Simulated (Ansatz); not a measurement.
Molecular dynamics of CH₆Si (part 1 of 3)

The run: molecular dynamics of CH₆Si. Method and program: RKS LDA/def2-SVP (Ansatz 0.2.0).

It belongs to a series of runs on one base structure; here: dynamics from the start. Figures and captions count atoms from 1; the log counts them from 0 in places.

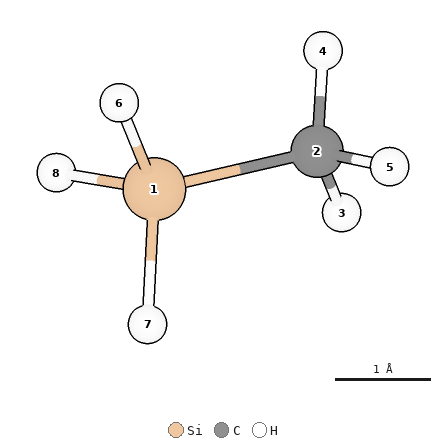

Figure 1. The input geometry (ball-and-stick view, seen at a tilt; atoms are numbered from 1 in the order of the input). Bond lengths as drawn: C–H 1.11 Å, C–Si 1.87 Å and H–Si 1.51 Å.

### Input file
```yaml
crystal:
  periodic: [false, false, false]
  atoms:
    - { symbol: Si, position_ang: [0.000299, -3.0e-06, 0.009124] }
    - { symbol: C, position_ang: [6.7e-05, 5.0e-06, 1.880313] }
    - { symbol: H, position_ang: [-1.028818, -0.13256, 2.275018] }
    - { symbol: H, position_ang: [0.629241, -0.824714, 2.275226] }
    - { symbol: H, position_ang: [0.399638, 0.957284, 2.27519] }
    - { symbol: H, position_ang: [1.403545, 0.13209, -0.527158] }
    - { symbol: H, position_ang: [-0.815693, 1.149111, -0.527395] }
    - { symbol: H, position_ang: [-0.586879, -1.281213, -0.527418] }
basis:
  gaussian: { orbitals: def2-SVP }
hamiltonian:
  xc: lda
md:
  timestep: 1.0
  n_steps: 150
  ensemble: nvt_nose_hoover
  temperature: 1500.0
  initial_velocities: maxwell_boltzmann
  seed: 597200
  nose_hoover: { tau: 20.0, chain_length: 5 }
  masses: [{ species: H, mass: 2.014 }]
```

Run on 1 thread of Arm Neoverse V2, 24 GiB of memory available, shared host.

Run as:
```bash
ansatz run input.yaml --threads 1 --pin off --max-ram 2048MiB --backend cpu --events-out ev --progress --plain --runs-dir out
```

### Log
```
Engine: ansatz 0.2.0, aarch64-unknown-linux-gnu
Functional definition: SPW92
  exchange = slater_x
  correlation = pw_c
702 factors; their error is unknown
mean field evaluation 1: about -8958.9436 eV, gradient 5.2e1 eV
mean field evaluation 2: about -8948.8663 eV, gradient 7.4e1 eV
mean field evaluation 4: about -8965.8181 eV, gradient 1.4e0 eV
mean field evaluation 8: about -8965.7830 eV, gradient 1.3e-1 eV
mean field -8965.78303834 eV, -329.4864494330 hartree, gradient 3.5e-5 eV, S^2 0.000000; 0 other end points of the search recorded, 0 dependent functions left out
the calculation of the forces begins
reference -8965.78306786 eV, -329.4864505177 hartree; 13, 13 occupied and 49, 49 virtual orbitals, 702 factors
md step     0: t =     0.00 fs  T =  1500.0 K  F+E_penalty+E_count = -8965.78303834 eV  E_kin = 1.163340 eV  conserved = -8964.61969835 eV  (22 SCF iters)
these checks for a lower state are left out or cut short: starts, cluster_reference, orbital_swaps, neighbouring_geometries, increment
702 factors; their error is unknown
mean field evaluation 16: about -8965.7904 eV, gradient 1.9e0 eV
mean field -8965.75844728 eV, -329.4855457282 hartree, gradient 1.6e-5 eV, S^2 0.000000; 0 other end points of the search recorded, 0 dependent functions left out
the calculation of the forces begins
reference -8965.75847687 eV, -329.4855468158 hartree; 13, 13 occupied and 49, 49 virtual orbitals, 702 factors
md step     1: t =     1.00 fs  T =  1469.1 K  F+E_penalty+E_count = -8965.75844728 eV  E_kin = 1.139379 eV  conserved = -8964.61908312 eV  (24 SCF iters)
[... from here on the SCF iterations and repeated set-up lines of each step are left out, up to the last step ...]
md step     2: t =     2.00 fs  T =  1388.6 K  F+E_penalty+E_count = -8965.69456231 eV  E_kin = 1.076969 eV  conserved = -8964.61775809 eV  (25 SCF iters)
md step     3: t =     3.00 fs  T =  1284.4 K  F+E_penalty+E_count = -8965.61178609 eV  E_kin = 0.996102 eV  conserved = -8964.61638137 eV  (25 SCF iters)
md step     4: t =     4.00 fs  T =  1184.0 K  F+E_penalty+E_count = -8965.53176630 eV  E_kin = 0.918234 eV  conserved = -8964.61541156 eV  (25 SCF iters)
md step     5: t =     5.00 fs  T =  1107.3 K  F+E_penalty+E_count = -8965.46994428 eV  E_kin = 0.858804 eV  conserved = -8964.61505858 eV  (25 SCF iters)
md step     6: t =     6.00 fs  T =  1062.0 K  F+E_penalty+E_count = -8965.43196749 eV  E_kin = 0.823612 eV  conserved = -8964.61532913 eV  (25 SCF iters)
md step     7: t =     7.00 fs  T =  1042.6 K  F+E_penalty+E_count = -8965.41346793 eV  E_kin = 0.808591 eV  conserved = -8964.61605506 eV  (25 SCF iters)
md step     8: t =     8.00 fs  T =  1034.8 K  F+E_penalty+E_count = -8965.40278296 eV  E_kin = 0.802533 eV  conserved = -8964.61689177 eV  (25 SCF iters)
md step     9: t =     9.00 fs  T =  1021.9 K  F+E_penalty+E_count = -8965.38647311 eV  E_kin = 0.792517 eV  conserved = -8964.61737145 eV  (25 SCF iters)
md step    10: t =    10.00 fs  T =   994.0 K  F+E_penalty+E_count = -8965.35659548 eV  E_kin = 0.770942 eV  conserved = -8964.61712736 eV  (25 SCF iters)
md step    11: t =    11.00 fs  T =   954.8 K  F+E_penalty+E_count = -8965.31607185 eV  E_kin = 0.740531 eV  conserved = -8964.61630140 eV  (25 SCF iters)
md step    12: t =    12.00 fs  T =   918.1 K  F+E_penalty+E_count = -8965.27639710 eV  E_kin = 0.712023 eV  conserved = -8964.61565536 eV  (25 SCF iters)
md step    13: t =    13.00 fs  T =   894.9 K  F+E_penalty+E_count = -8965.24674514 eV  E_kin = 0.694079 eV  conserved = -8964.61583309 eV  (25 SCF iters)
md step    14: t =    14.00 fs  T =   883.3 K  F+E_penalty+E_count = -8965.22495623 eV  E_kin = 0.685082 eV  conserved = -8964.61650402 eV  (25 SCF iters)
md step    15: t =    15.00 fs  T =   872.8 K  F+E_penalty+E_count = -8965.20188427 eV  E_kin = 0.676939 eV  conserved = -8964.61676692 eV  (26 SCF iters)
md step    16: t =    16.00 fs  T =   859.1 K  F+E_penalty+E_count = -8965.17380699 eV  E_kin = 0.666319 eV  conserved = -8964.61627773 eV  (25 SCF iters)
md step    17: t =    17.00 fs  T =   850.8 K  F+E_penalty+E_count = -8965.14769923 eV  E_kin = 0.659831 eV  conserved = -8964.61549328 eV  (25 SCF iters)
md step    18: t =    18.00 fs  T =   862.5 K  F+E_penalty+E_count = -8965.13521969 eV  E_kin = 0.668884 eV  conserved = -8964.61502469 eV  (25 SCF iters)
md step    19: t =    19.00 fs  T =   904.4 K  F+E_penalty+E_count = -8965.14380562 eV  E_kin = 0.701443 eV  conserved = -8964.61508604 eV  (25 SCF iters)
md step    20: t =    20.00 fs  T =   977.5 K  F+E_penalty+E_count = -8965.17287607 eV  E_kin = 0.758110 eV  conserved = -8964.61550089 eV  (25 SCF iters)
md step    21: t =    21.00 fs  T =  1074.6 K  F+E_penalty+E_count = -8965.21568134 eV  E_kin = 0.833396 eV  conserved = -8964.61601620 eV  (25 SCF iters)
md step    22: t =    22.00 fs  T =  1184.5 K  F+E_penalty+E_count = -8965.26273833 eV  E_kin = 0.918660 eV  conserved = -8964.61650364 eV  (25 SCF iters)
md step    23: t =    23.00 fs  T =  1294.8 K  F+E_penalty+E_count = -8965.30402713 eV  E_kin = 1.004160 eV  conserved = -8964.61688179 eV  (25 SCF iters)
md step    24: t =    24.00 fs  T =  1393.8 K  F+E_penalty+E_count = -8965.33081182 eV  E_kin = 1.080941 eV  conserved = -8964.61693671 eV  (25 SCF iters)
md step    25: t =    25.00 fs  T =  1476.0 K  F+E_penalty+E_count = -8965.33944825 eV  E_kin = 1.144729 eV  conserved = -8964.61632707 eV  (25 SCF iters)
md step    26: t =    26.00 fs  T =  1548.8 K  F+E_penalty+E_count = -8965.33669598 eV  E_kin = 1.201212 eV  conserved = -8964.61500690 eV  (25 SCF iters)
md step    27: t =    27.00 fs  T =  1633.1 K  F+E_penalty+E_count = -8965.34021885 eV  E_kin = 1.266571 eV  conserved = -8964.61372211 eV  (25 SCF iters)
md step    28: t =    28.00 fs  T =  1749.9 K  F+E_penalty+E_count = -8965.36763988 eV  E_kin = 1.357168 eV  conserved = -8964.61357126 eV  (25 SCF iters)
md step    29: t =    29.00 fs  T =  1901.2 K  F+E_penalty+E_count = -8965.42075059 eV  E_kin = 1.474522 eV  conserved = -8964.61473403 eV  (25 SCF iters)
md step    30: t =    30.00 fs  T =  2064.7 K  F+E_penalty+E_count = -8965.48223275 eV  E_kin = 1.601289 eV  conserved = -8964.61631180 eV  (25 SCF iters)
md step    31: t =    31.00 fs  T =  2207.2 K  F+E_penalty+E_count = -8965.52779797 eV  E_kin = 1.711853 eV  conserved = -8964.61746284 eV  (25 SCF iters)
md step    32: t =    32.00 fs  T =  2301.7 K  F+E_penalty+E_count = -8965.53903954 eV  E_kin = 1.785104 eV  conserved = -8964.61792682 eV  (25 SCF iters)
md step    33: t =    33.00 fs  T =  2334.7 K  F+E_penalty+E_count = -8965.50849581 eV  E_kin = 1.810733 eV  conserved = -8964.61773732 eV  (25 SCF iters)
md step    34: t =    34.00 fs  T =  2308.3 K  F+E_penalty+E_count = -8965.43963987 eV  E_kin = 1.790238 eV  conserved = -8964.61701235 eV  (25 SCF iters)
md step    35: t =    35.00 fs  T =  2237.5 K  F+E_penalty+E_count = -8965.34491998 eV  E_kin = 1.735330 eV  conserved = -8964.61591940 eV  (25 SCF iters)
md step    36: t =    36.00 fs  T =  2146.5 K  F+E_penalty+E_count = -8965.24269679 eV  E_kin = 1.664717 eV  conserved = -8964.61467823 eV  (25 SCF iters)
md step    37: t =    37.00 fs  T =  2062.3 K  F+E_penalty+E_count = -8965.15310455 eV  E_kin = 1.599431 eV  conserved = -8964.61363734 eV  (24 SCF iters)
md step    38: t =    38.00 fs  T =  2006.7 K  F+E_penalty+E_count = -8965.09203177 eV  E_kin = 1.556279 eV  conserved = -8964.61328774 eV  (25 SCF iters)
md step    39: t =    39.00 fs  T =  1986.0 K  F+E_penalty+E_count = -8965.06361142 eV  E_kin = 1.540250 eV  conserved = -8964.61394045 eV  (25 SCF iters)
md step    40: t =    40.00 fs  T =  1986.8 K  F+E_penalty+E_count = -8965.05621717 eV  E_kin = 1.540877 eV  conserved = -8964.61519305 eV  (25 SCF iters)
md step    41: t =    41.00 fs  T =  1984.2 K  F+E_penalty+E_count = -8965.04905560 eV  E_kin = 1.538865 eV  conserved = -8964.61597559 eV  (25 SCF iters)
md step    42: t =    42.00 fs  T =  1961.2 K  F+E_penalty+E_count = -8965.02788525 eV  E_kin = 1.521030 eV  conserved = -8964.61558417 eV  (25 SCF iters)
md step    43: t =    43.00 fs  T =  1921.0 K  F+E_penalty+E_count = -8964.99528831 eV  E_kin = 1.489876 eV  conserved = -8964.61455062 eV  (25 SCF iters)
md step    44: t =    44.00 fs  T =  1879.6 K  F+E_penalty+E_count = -8964.96408538 eV  E_kin = 1.457774 eV  conserved = -8964.61385466 eV  (25 SCF iters)
md step    45: t =    45.00 fs  T =  1850.3 K  F+E_penalty+E_count = -8964.94427857 eV  E_kin = 1.435016 eV  conserved = -8964.61366676 eV  (25 SCF iters)
md step    46: t =    46.00 fs  T =  1838.7 K  F+E_penalty+E_count = -8964.93975845 eV  E_kin = 1.426050 eV  conserved = -8964.61373553 eV  (25 SCF iters)
md step    47: t =    47.00 fs  T =  1845.6 K  F+E_penalty+E_count = -8964.95088747 eV  E_kin = 1.431349 eV  conserved = -8964.61408992 eV  (25 SCF iters)
md step    48: t =    48.00 fs  T =  1866.8 K  F+E_penalty+E_count = -8964.97445716 eV  E_kin = 1.447824 eV  conserved = -8964.61461043 eV  (25 SCF iters)
md step    49: t =    49.00 fs  T =  1896.4 K  F+E_penalty+E_count = -8965.00542997 eV  E_kin = 1.470741 eV  conserved = -8964.61490540 eV  (25 SCF iters)
md step    50: t =    50.00 fs  T =  1931.8 K  F+E_penalty+E_count = -8965.04191695 eV  E_kin = 1.498216 eV  conserved = -8964.61482698 eV  (25 SCF iters)
md step    51: t =    51.00 fs  T =  1976.4 K  F+E_penalty+E_count = -8965.08693592 eV  E_kin = 1.532827 eV  conserved = -8964.61461464 eV  (25 SCF iters)
md step    52: t =    52.00 fs  T =  2035.0 K  F+E_penalty+E_count = -8965.14479841 eV  E_kin = 1.578242 eV  conserved = -8964.61461203 eV  (25 SCF iters)
md step    53: t =    53.00 fs  T =  2107.2 K  F+E_penalty+E_count = -8965.21591988 eV  E_kin = 1.634248 eV  conserved = -8964.61502090 eV  (25 SCF iters)
md step    54: t =    54.00 fs  T =  2184.1 K  F+E_penalty+E_count = -8965.29382768 eV  E_kin = 1.693900 eV  conserved = -8964.61580277 eV  (25 SCF iters)
md step    55: t =    55.00 fs  T =  2249.3 K  F+E_penalty+E_count = -8965.36594350 eV  E_kin = 1.744429 eV  conserved = -8964.61668085 eV  (25 SCF iters)
md step    56: t =    56.00 fs  T =  2284.4 K  F+E_penalty+E_count = -8965.41797791 eV  E_kin = 1.771700 eV  conserved = -8964.61727451 eV  (25 SCF iters)
md step    57: t =    57.00 fs  T =  2277.2 K  F+E_penalty+E_count = -8965.43987736 eV  E_kin = 1.766126 eV  conserved = -8964.61731240 eV  (24 SCF iters)
md step    58: t =    58.00 fs  T =  2226.3 K  F+E_penalty+E_count = -8965.42991580 eV  E_kin = 1.726651 eV  conserved = -8964.61678149 eV  (25 SCF iters)
md step    59: t =    59.00 fs  T =  2142.1 K  F+E_penalty+E_count = -8965.39524090 eV  E_kin = 1.661332 eV  conserved = -8964.61575011 eV  (25 SCF iters)
md step    60: t =    60.00 fs  T =  2044.8 K  F+E_penalty+E_count = -8965.35075310 eV  E_kin = 1.585852 eV  conserved = -8964.61442782 eV  (25 SCF iters)
md step    61: t =    61.00 fs  T =  1958.6 K  F+E_penalty+E_count = -8965.31530302 eV  E_kin = 1.519005 eV  conserved = -8964.61355423 eV  (25 SCF iters)
md step    62: t =    62.00 fs  T =  1898.3 K  F+E_penalty+E_count = -8965.30098508 eV  E_kin = 1.472257 eV  conserved = -8964.61398800 eV  (25 SCF iters)
md step    63: t =    63.00 fs  T =  1856.4 K  F+E_penalty+E_count = -8965.30178655 eV  E_kin = 1.439758 eV  conserved = -8964.61554142 eV  (25 SCF iters)
md step    64: t =    64.00 fs  T =  1807.5 K  F+E_penalty+E_count = -8965.29668402 eV  E_kin = 1.401862 eV  conserved = -8964.61696918 eV  (25 SCF iters)
md step    65: t =    65.00 fs  T =  1729.5 K  F+E_penalty+E_count = -8965.26693158 eV  E_kin = 1.341355 eV  conserved = -8964.61728598 eV  (25 SCF iters)
md step    66: t =    66.00 fs  T =  1620.1 K  F+E_penalty+E_count = -8965.20997022 eV  E_kin = 1.256517 eV  conserved = -8964.61649914 eV  (25 SCF iters)
md step    67: t =    67.00 fs  T =  1497.1 K  F+E_penalty+E_count = -8965.13941205 eV  E_kin = 1.161102 eV  conserved = -8964.61522299 eV  (25 SCF iters)
md step    68: t =    68.00 fs  T =  1386.6 K  F+E_penalty+E_count = -8965.07582779 eV  E_kin = 1.075361 eV  conserved = -8964.61410629 eV  (25 SCF iters)
md step    69: t =    69.00 fs  T =  1310.3 K  F+E_penalty+E_count = -8965.03676891 eV  E_kin = 1.016249 eV  conserved = -8964.61355482 eV  (25 SCF iters)
md step    70: t =    70.00 fs  T =  1278.2 K  F+E_penalty+E_count = -8965.03047420 eV  E_kin = 0.991349 eV  conserved = -8964.61368653 eV  (25 SCF iters)
md step    71: t =    71.00 fs  T =  1286.0 K  F+E_penalty+E_count = -8965.05417683 eV  E_kin = 0.997408 eV  conserved = -8964.61436267 eV  (25 SCF iters)
md step    72: t =    72.00 fs  T =  1318.9 K  F+E_penalty+E_count = -8965.09652592 eV  E_kin = 1.022896 eV  conserved = -8964.61524872 eV  (25 SCF iters)
md step    73: t =    73.00 fs  T =  1358.3 K  F+E_penalty+E_count = -8965.14304063 eV  E_kin = 1.053449 eV  conserved = -8964.61591873 eV  (25 SCF iters)
md step    74: t =    74.00 fs  T =  1390.5 K  F+E_penalty+E_count = -8965.18287133 eV  E_kin = 1.078451 eV  conserved = -8964.61600918 eV  (25 SCF iters)
md step    75: t =    75.00 fs  T =  1413.3 K  F+E_penalty+E_count = -8965.21424651 eV  E_kin = 1.096124 eV  conserved = -8964.61549510 eV  (25 SCF iters)
md step    76: t =    76.00 fs  T =  1435.2 K  F+E_penalty+E_count = -8965.24441826 eV  E_kin = 1.113079 eV  conserved = -8964.61496613 eV  (25 SCF iters)
md step    77: t =    77.00 fs  T =  1464.5 K  F+E_penalty+E_count = -8965.28085787 eV  E_kin = 1.135796 eV  conserved = -8964.61527823 eV  (24 SCF iters)
md step    78: t =    78.00 fs  T =  1495.7 K  F+E_penalty+E_count = -8965.31953154 eV  E_kin = 1.160004 eV  conserved = -8964.61650199 eV  (25 SCF iters)
md step    79: t =    79.00 fs  T =  1509.4 K  F+E_penalty+E_count = -8965.34441132 eV  E_kin = 1.170620 eV  conserved = -8964.61763413 eV  (25 SCF iters)
md step    80: t =    80.00 fs  T =  1489.1 K  F+E_penalty+E_count = -8965.34156764 eV  E_kin = 1.154865 eV  conserved = -8964.61767880 eV  (25 SCF iters)
md step    81: t =    81.00 fs  T =  1437.9 K  F+E_penalty+E_count = -8965.31306646 eV  E_kin = 1.115158 eV  conserved = -8964.61660617 eV  (25 SCF iters)
md step    82: t =    82.00 fs  T =  1378.8 K  F+E_penalty+E_count = -8965.27724657 eV  E_kin = 1.069358 eV  conserved = -8964.61518840 eV  (25 SCF iters)
md step    83: t =    83.00 fs  T =  1340.7 K  F+E_penalty+E_count = -8965.25721815 eV  E_kin = 1.039799 eV  conserved = -8964.61428629 eV  (25 SCF iters)
md step    84: t =    84.00 fs  T =  1341.9 K  F+E_penalty+E_count = -8965.26784209 eV  E_kin = 1.040762 eV  conserved = -8964.61431907 eV  (25 SCF iters)
md step    85: t =    85.00 fs  T =  1382.4 K  F+E_penalty+E_count = -8965.30918084 eV  E_kin = 1.072105 eV  conserved = -8964.61517971 eV  (25 SCF iters)
md step    86: t =    86.00 fs  T =  1444.8 K  F+E_penalty+E_count = -8965.36789418 eV  E_kin = 1.120541 eV  conserved = -8964.61647786 eV  (25 SCF iters)
md step    87: t =    87.00 fs  T =  1502.8 K  F+E_penalty+E_count = -8965.42323053 eV  E_kin = 1.165481 eV  conserved = -8964.61778387 eV  (25 SCF iters)
md step    88: t =    88.00 fs  T =  1529.4 K  F+E_penalty+E_count = -8965.45407017 eV  E_kin = 1.186134 eV  conserved = -8964.61866529 eV  (25 SCF iters)
md step    89: t =    89.00 fs  T =  1507.2 K  F+E_penalty+E_count = -8965.44621969 eV  E_kin = 1.168933 eV  conserved = -8964.61862881 eV  (25 SCF iters)
md step    90: t =    90.00 fs  T =  1437.7 K  F+E_penalty+E_count = -8965.40011495 eV  E_kin = 1.115000 eV  conserved = -8964.61735209 eV  (25 SCF iters)
md step    91: t =    91.00 fs  T =  1345.5 K  F+E_penalty+E_count = -8965.33500056 eV  E_kin = 1.043554 eV  conserved = -8964.61529374 eV  (25 SCF iters)
```
